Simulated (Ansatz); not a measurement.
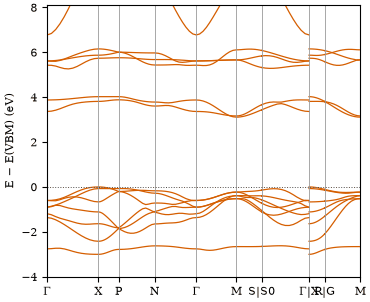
Figure. Band structure from plane-wave PAW LDA (Ansatz code)

Q: Read off the gap and where the band edges lie.

A: About 3.1 eV (3.11 eV by a search for the band edges); maximum at X, minimum at M.

Q: Which compound is it?
A) OsO4, I-42m (Os on 2b, O on 8i)
B) VBiO4, I4_1/a (V on 4b, Bi on 4a, O on 16f)
C) MgCdTe2, chalcopyrite

A: A, OsO4, I-42m (Os on 2b, O on 8i)

The first step of the workflow began from a Materials Project structure, measured or hypothetical; the Crystallography Open Database copy checked does not list it. COD files the formula under space group No. 5, so this cell is another polymorph or a model. Its standing as an ambient phase is unchecked. Symmetry was held in the LDA relaxation; its stability against distortions is not shown here. The run is not spin-polarised. A crystal of weakly bound molecules computed without a dispersion correction: the cell and the soft elastic constants depend strongly on that. Spin–orbit coupling is left out wherever it is not named.

Potentials: the later of the program's two PAW sets.
